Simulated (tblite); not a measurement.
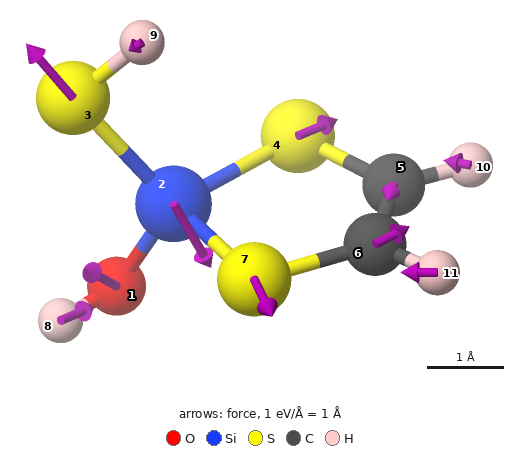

Starting geometry of C2H4OS3Si with the computed forces as purple arrows. Style: ball-and-stick. Shown at a tilt.

Method: tblite 0.8.0, GFN2-xTB geometry optimisation, gas phase. 

Is this structure relaxed? If not, where do the atoms go?

Answer. It isn't relaxed: the largest force vector, on Si2, is 1.20 eV/Å. The final displacements have little in common with the starting forces (cosine between the two patterns 0.26). After 50 geometry steps the energy has fallen by 3.75 kcal/mol. The atom that moves furthest after the best rigid fit is H8 (0.38 Å). Largest moves by element: H 0.38 Å, S 0.23 Å, O 0.18 Å, Si 0.13 Å, C 0.09 Å. Near-neighbour distances that change, for instance: Si2–S3 2.094 → 2.151 Å, O1–Si2 1.636 → 1.612 Å, Si2–S4 2.124 → 2.145 Å, Si2–S7 2.133 → 2.154 Å. Bond angles that change, for instance: Si2–O1–H8 114.3° → 124.8°, O1–Si2–S3 112.0° → 106.4°, S7–C6–H11 117.6° → 113.7°. Groups turn about O1–Si2 by about 35°. The run took 0.67 s on 1 thread of Arm Neoverse N1, on a shared host.
